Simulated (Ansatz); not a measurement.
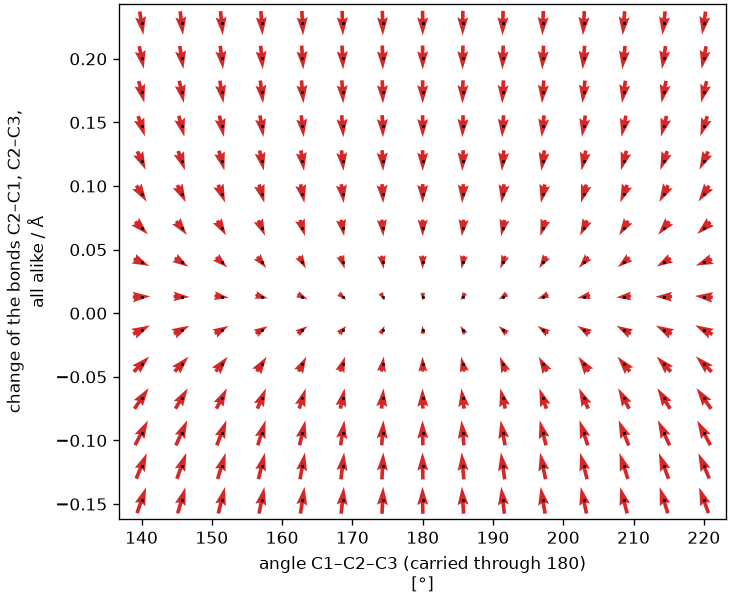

C₄H₄F₂, SMILES CC#CC(F)F. The first coordinate is: angle C1–C2–C3 (carried through 180); the second: change of the bonds C2–C1, C2–C3, all alike. Nothing is relaxed (all other coordinates rigid). The scan uses a 15 × 15 grid. Points are written as (first, second). Level of theory: RKS PBE-D4/def2-SVP in Ansatz 0.2.0.

The picture shows dots at the grid points, arrows along the force (downhill), their lengths compressed.

### The arrows alone are given. Where is the energy lowest?

The arrows converge at about (179°, 0.000 Å) (read from the interpolated surface).

The energy map of the same scan:

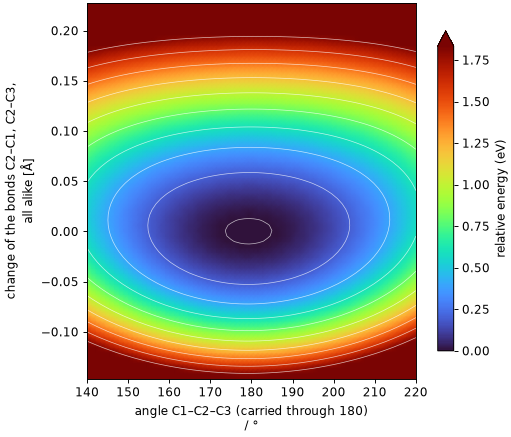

Energies are in eV, from the lowest grid point; between grid points the surface is interpolated.
